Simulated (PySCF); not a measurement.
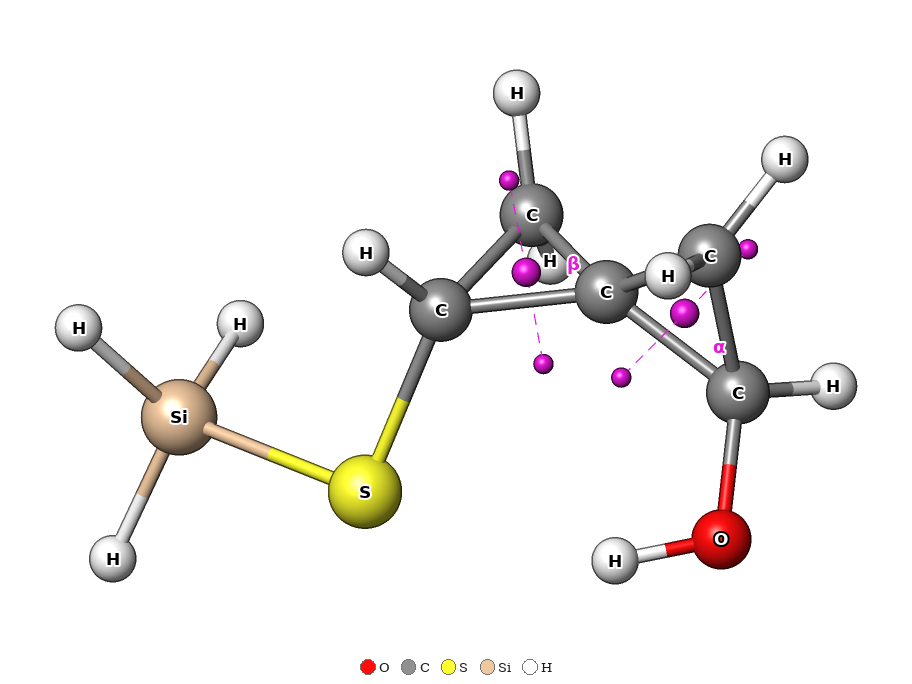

The small points mark where nucleus-independent chemical shifts (NICS) were computed: at the centre of each lettered ring and 1 Å above and below it. The computed structure is the end point of a GFN2-xTB optimisation. No frequency run is at hand to confirm it as a minimum. Properties computed with GIAO PBE0/pcSseg-1 NMR shielding, non-relativistic, gas phase (PySCF 2.14.0).

Give NICS(0), NICS(1) and the out-of-plane component NICS(1)zz for each ring (means of the two sides).

```
ring  members  NICS(0)  NICS(1)  NICS(1)zz
   α       C3    −35.5     −6.6      −16.4
   β       C3    −40.4     −6.9      −18.5
```

Values in ppm.

The geometry is semi-empirical. Around Si such bond lengths and angles can be off by a tenth of an ångström or more and by several degrees, and values that hang on the shape move with them.
